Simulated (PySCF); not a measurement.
C₅H₈GaNO, singlet at its GFN2-xTB optimised geometry (Å):

```
16

Ga    -2.7579     0.1713     0.0000
H     -3.0758    -0.6961    -1.2403
H     -3.0790     1.6839     0.0000
O     -2.8896    -0.6316     1.5272
H     -3.5335    -0.9505     2.1488
C      2.0175    -0.0759     0.4396
C      1.3456     1.0782     0.8143
C     -0.0155     1.1557     0.5772
N     -0.6859     0.1713     0.0000
C     -0.0553    -0.9378    -0.3524
C      1.3033    -1.1066    -0.1535
H      3.0790    -0.1727     0.6121
H      1.8659     1.8977     1.2844
H     -0.6084     2.0222     0.8488
H     -0.6809    -1.7000    -0.8046
H      1.7898    -2.0222    -0.4506
```

Computed with PySCF with CAM-B3LYP/def2-TZVP. Cells within 0.4 Å of a nucleus heavier than hydrogen are left out (blank, or x).

Map of the electrostatic potential (hartree/e), clipped to [-0.08, 0.12] on the plane z = 1.0 Å:

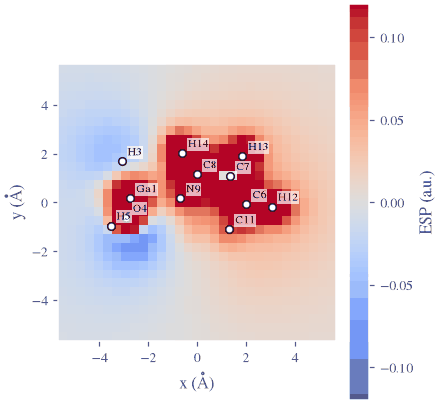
*Electrostatic potential (hartree/e), clipped to [-0.08, 0.12] on the plane z = 1.0 Å.*
